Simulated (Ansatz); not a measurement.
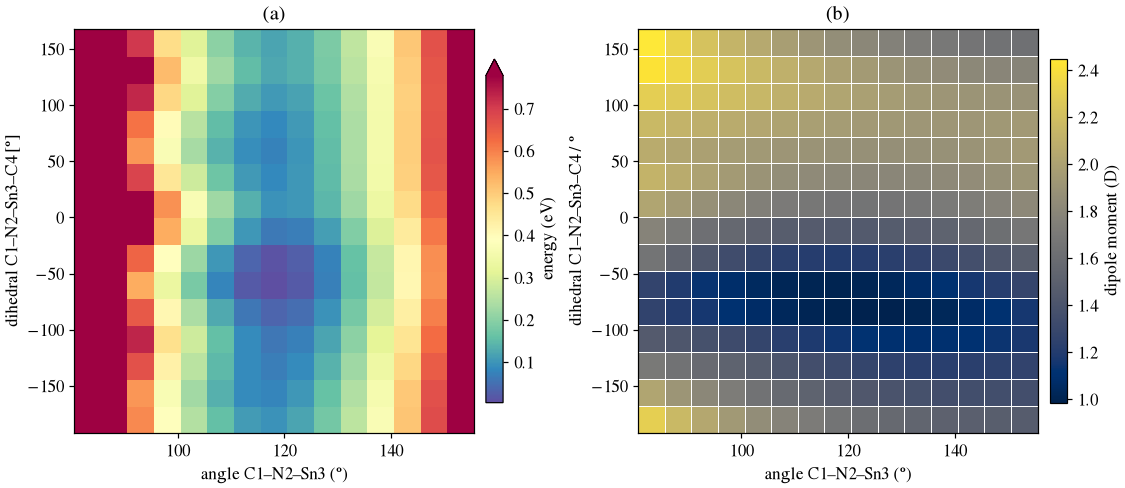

C2H7NOSn, SMILES C[NH][SnH2][CH]=O. First axis: angle C1–N2–Sn3. Second axis: dihedral C1–N2–Sn3–C4. Nothing is relaxed (all other coordinates rigid). Grid: 15 × 15 points. Points are written as (first, second). All energies are given in eV relative to the relaxed molecule at the same level. Computed with RKS PBE-D4/def2-SVP in Ansatz 0.2.0.

Panel (a) is the energy; panel (b) is the computed dipole moment, in D.

Drawn: one coloured cell a grid point, one colour for all values above the top of the scale.

Q: How does the dipole moment vary over the map, and what is it at the lowest grid point?

A: Leaving out the highest fifth of the energies, it runs from 0.99 D at (123.1°, −84°) to 2.29 D at (93.1°, 132°). At the lowest grid point, (118.1°, −60°), it is 1.00 D.
